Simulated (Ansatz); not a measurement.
# Si2H8S (built from SMILES S.[SiH3][SiH3]): search for a transition state

Aim: find the saddle point of a four-centre ligand exchange that is to form Si1–S7, H2–H6 and break Si1–H2, H6–S7, prove it by its vibrations, and relax downhill on both sides to see what it joins.

Computed with Ansatz 0.2.0, Gaussian basis. Level: PBE0-D4, def2-SVP first, then def2-TZVP.

152 further runs of the same task are left out: 152 set aside as unsound or not needed.

**1. The system as given**

The guess: 11 atoms, charge 0, spin multiplicity 1.

Atoms are counted from 1 here; the program's logs count them from 0.

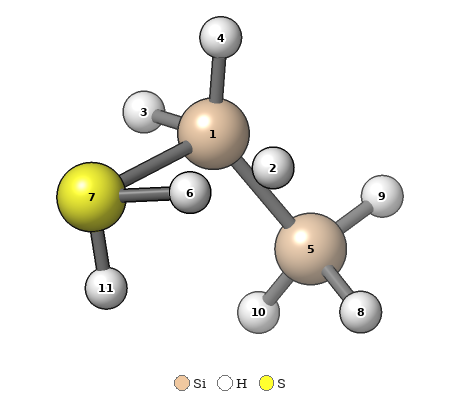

Start geometry, drawn with silicon light orange, hydrogen white, sulfur yellow; atoms are numbered from 1 in the order of the file.

Coordinates:

```xyz
11

Si   -0.8829    0.1263   -0.3654
H    -0.3894   -1.7306    0.0924
H    -1.1341    1.4256   -1.0757
H    -2.1737   -0.4990   -0.6120
Si    0.4361    0.7692    1.4098
H     0.1419   -1.7766   -1.0505
S     0.3394   -0.7413   -2.1848
H     1.2824   -0.2777    1.9889
H    -0.4924    1.2420    2.4368
H     1.3355    1.8815    1.0732
H     1.5374   -0.4195   -1.7125
```

Distances that are to change: Si1–S7 2.36 Å, H2–H6 1.26 Å, Si1–H2 1.98 Å, H6–S7 1.55 Å.

**2. Constrained relaxation of the guess**

Contents of hold/in.yaml:

```yaml
crystal:
  periodic: [false, false, false]
  atoms:
    - {symbol: Si, position_ang: [-0.882900, 0.126300, -0.365400]}
    - {symbol: H, position_ang: [-0.389400, -1.730600, 0.092400]}
    - {symbol: H, position_ang: [-1.134100, 1.425600, -1.075700]}
    - {symbol: H, position_ang: [-2.173700, -0.499000, -0.612000]}
    - {symbol: Si, position_ang: [0.436100, 0.769200, 1.409800]}
    - {symbol: H, position_ang: [0.141900, -1.776600, -1.050500]}
    - {symbol: S, position_ang: [0.339400, -0.741300, -2.184800]}
    - {symbol: H, position_ang: [1.282400, -0.277700, 1.988900]}
    - {symbol: H, position_ang: [-0.492400, 1.242000, 2.436800]}
    - {symbol: H, position_ang: [1.335500, 1.881500, 1.073200]}
    - {symbol: H, position_ang: [1.537400, -0.419500, -1.712500]}
basis:
  gaussian: {orbitals: def2-SVP}
hamiltonian: {xc: pbe0, dispersion: d4}
relax: {f_tol: 0.04, max_steps: 150, escape_saddle: false, constraints: [{distance: [0, 6]}, {distance: [1, 5]}, {distance: [0, 1]}, {distance: [5, 6]}]}
```

Launch:

```console
$ ansatz run in.yaml --threads 4 --pin off --events-out ev --progress --plain --max-ram 9574MiB
```

After this run come: Force constants to start from; Saddle search in the small basis; Saddle search in triple zeta; Vibrations at the point found; Relaxing after a step of 0.30 Å one way along the mode; Relaxing after a step of 0.30 Å the other way along the mode.

**Question.** What will these runs give? Wanted: imaginary mode; barrier from the start side; barrier from the end side; energy of the step; pairs that change; zero-point energy at the saddle.

The runs gave:

| quantity | value |
| --- | --- |
| imaginary mode | 1289i cm⁻¹ |
| barrier from the start side | 45.3 kcal/mol |
| barrier from the end side | 53.7 kcal/mol |
| energy of the step | -8.4 kcal/mol |
| pairs that change | Si1–S7 formed, H2–H6 formed, Si1–H2 broken, H6–S7 broken |
| zero-point energy at the saddle | 1.722 eV |

**Reading.** The point has a single imaginary mode (1289i cm⁻¹), as a transition state must. The two relaxations end on the structures that were planned. At PBE0-D4/def2-TZVP the electronic barrier is 45.3 kcal/mol, about 76 kT at 298 K, and the step runs 8.4 kcal/mol downhill. With so stiff a mode tunnelling counts: Wigner's rough correction is a factor of 2.6 at 298 K. The ends are the nearest minima, not always the lowest complexes.
